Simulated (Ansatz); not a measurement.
Computed against measured: atomisation enthalpy at 298 K

6 molecules holding Si, Ge, B, Al, Ga, P or As; the atomisation enthalpy at 298 K in kJ/mol, computed less measured. Shapes, held fixed at every level: PBE0-D4/def2-TZVP. Thermal terms are harmonic and unscaled (PBE0-D4/def2-TZVP); the spin-orbit lowering of the free atoms is taken from their spectra. Programs: Ansatz 0.2.0. Measured values: CRC Handbook of Chemistry and Physics, NIST-JANAF tables.

Levels: A = B3LYP-D4/def2-TZVPP; B = wB97M-V/def2-TZVPP; C = MP2/def2-SVP.

```json
{"molecule": "AsH3 (arsine)", "from tabulated heats": "890", "A": "+7", "B": "-9", "C": "-122"}
{"molecule": "B(BO)O", "from tabulated heats": "2095", "A": "+3", "B": "+10", "C": "+69"}
{"molecule": "GeCl4 (germanium tetrachloride)", "from tabulated heats": "1353", "A": "-30", "B": "+24", "C": "-61"}
{"molecule": "SiCl4 (silicon tetrachloride)", "from tabulated heats": "1598", "A": "-51", "B": "+16", "C": "-114"}
{"molecule": "SiH3I (SMILES [SiH3]I)", "from tabulated heats": "1213", "A": "-2", "B": "-1", "C": "-104"}
{"molecule": "Si(CH3)3Cl (chlorotrimethylsilane)", "from tabulated heats": "5037", "A": "-14", "B": "+12", "C": "-253"}
```

Question: Sum up the errors.

Answer: 
| level | kind | mean error | mean absolute error | worst case |
| --- | --- | --- | --- | --- |
| B3LYP-D4/def2-TZVPP | global hybrid | -14.5 | 17.8 | SiCl4 |
| wB97M-V/def2-TZVPP | range-separated hybrid | +8.7 | 12.0 | GeCl4 |
| MP2/def2-SVP | perturbation theory | -97.5 | 120.5 | Si(CH3)3Cl |

On this set wB97M-V/def2-TZVPP has the smallest mean absolute error and MP2/def2-SVP the largest. B3LYP-D4/def2-TZVPP is too low in 4 of 6; wB97M-V/def2-TZVPP is too high in 4 of 6; MP2/def2-SVP is too low in 5 of 6. The heats of GeCl4 (germanium tetrachloride), Si(CH3)3Cl (chlorotrimethylsilane) come from older tables and can be uncertain by 10 kJ/mol or more. The molecules' own spin-orbit lowering is left out, so errors for iodides read a little too negative. Heats of the atoms come from ATcT where it has them, that of boron, 570 kJ/mol, from recent work. The levels differ in basis as well as in method. With so many references in doubt the order of the levels isn't settled. The tabulated values of B(BO)O, SiH3I are in doubt (older tables, estimates, or at odds with other calculations) and kept here. Over the 4 molecules whose values aren't doubted the mean absolute errors are A 25.5; B 15.2; C 137.5. Correlated wave functions converge slowly with the basis. For atoms past krypton def2 sets carry core potentials with scalar relativity. Relativity is left out for As, Ge. Outer-core shells of As, Ge, I are correlated, in sets that cover them unevenly. The set is small.

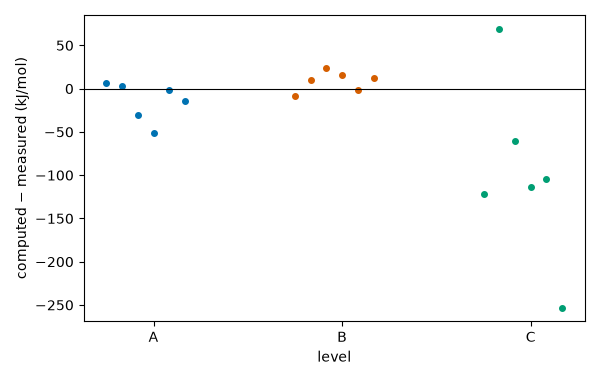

Errors of each level, one point a molecule.
